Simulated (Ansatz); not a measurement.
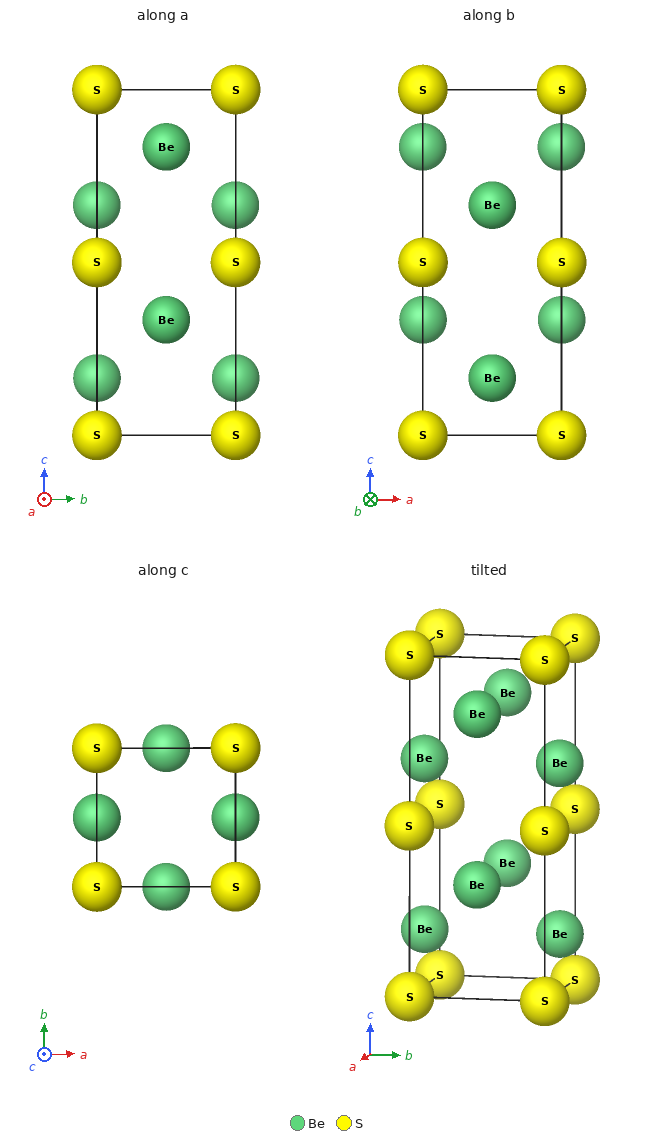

The figure gives a spheres-only picture of the atoms, viewed along the a axis, along the b axis, along the c axis and slightly off an axis. Atoms at the boundary of the unit cell (the box) are drawn once for each face, edge or corner they touch.

Lattice parameters: a = 3.158 Å, b = 3.158 Å, c = 7.877 Å, α = 89.99°, β = 90.02°, γ = 89.92°. Put a along x and b in the xy plane.

Q: Record the structure as a POSCAR file, with free fractional coordinates to two decimals.

A:
```
Be S
1.0
     3.158    0.000    0.000
     0.005    3.158    0.000
    -0.003    0.002    7.877
Be S
4 2
Direct
  0.00 0.50 0.33
  0.00 0.50 0.83
  0.50 0.00 0.17
  0.50 0.00 0.67
  0.00 0.00 0.00
  0.00 0.00 0.50
```

The initial geometry was a structure type filled with these elements by a generator (whether the compound takes this form wasn't checked). A relaxation with Ansatz, DFT PBE, scalar-relativistic, plane waves, PAW gave the geometry drawn.
